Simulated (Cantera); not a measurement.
Input: 1 mol SiCl₄, 1.7 mol HCl, 15 mol H₂, equilibrated at 12.0 bar.

These are equilibrium values from Cantera (NASA tables, ideal gas, pure condensed phases), not measurements of a reactor. Candidate condensed phases: Si; 19 gas species. The tables' values for SiCl₃ are old estimates; treat these amounts as uncertain. Rates play no part.

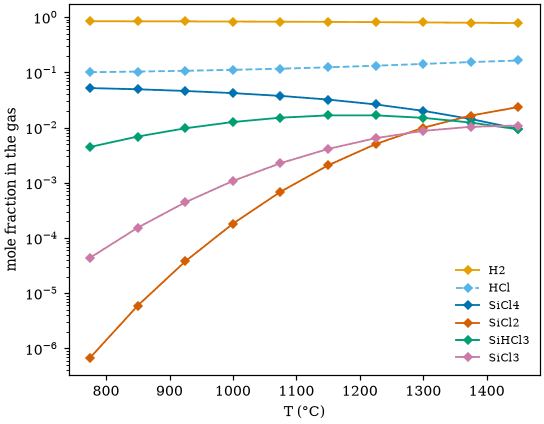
Equilibrium gas composition (values under 1e-9 drawn at 1e-9)

**Question.** Read off the mole fractions at 1150 °C.

**Answer.** H₂ about 0.82, HCl about 0.12, SiCl₄ about 0.032, SiHCl₃ about 0.017, SiCl₃ about 0.0041, SiCl₂ about 0.0021.
